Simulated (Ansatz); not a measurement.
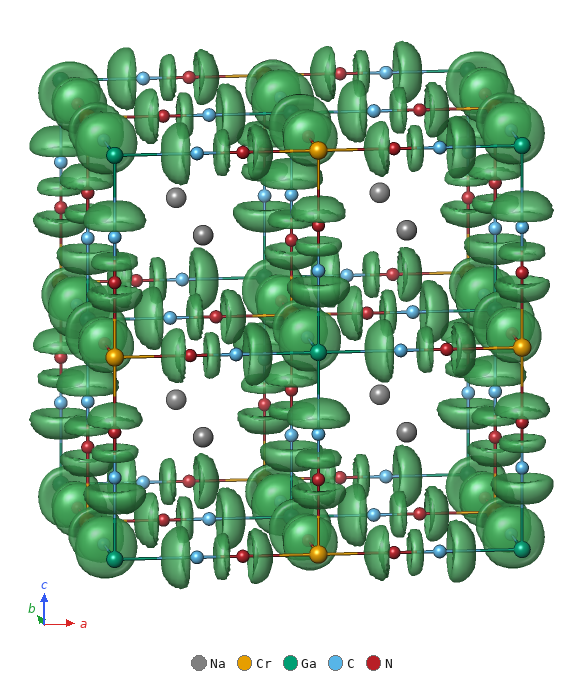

*Na$_{2}$CrGaC$_{6}$N$_{6}$. Isosurface of the ELF at 0.8 (green), seen at an oblique angle. Core shells and regions of very low density are left out. Sticks mark near contacts.*

Space group Fm-3m; a structure generated by program, which may or may not match a known phase; spin-polarised.

Computed with DFT PBE, scalar-relativistic, plane waves, PAW (Ansatz 0.2.0).

In a PAW calculation such maps are meaningful between the atoms, not at the nuclei.

Na$_{2}$CrGaC$_{6}$N$_{6}$, 64 atoms, a = 10.48 Å, b = 10.48 Å, c = 10.48 Å, α = 90.00°, β = 90.00°, γ = 90.00°.

> What do the ELF domains correspond to?

The ELF exceeds this value in 24 regions between bonded C–N atoms, 24 lobes of the valence shell of C pointing towards Ga (polar bonds) and 24 lobes of the valence shell of N pointing towards Cr, counted in one cell of 64 atoms. Any copies at cell faces, edges or corners count once. Along the contacts the grid gives the following. C–N (1.18 Å): the ELF peaks at about 0.85 between the atoms. Cr–N (1.94 Å): the ELF peaks at about 0.90 in the valence shell of N, 0.6 Å from its nucleus, and is about 0.20 at the midpoint: no localised pair shows between them.
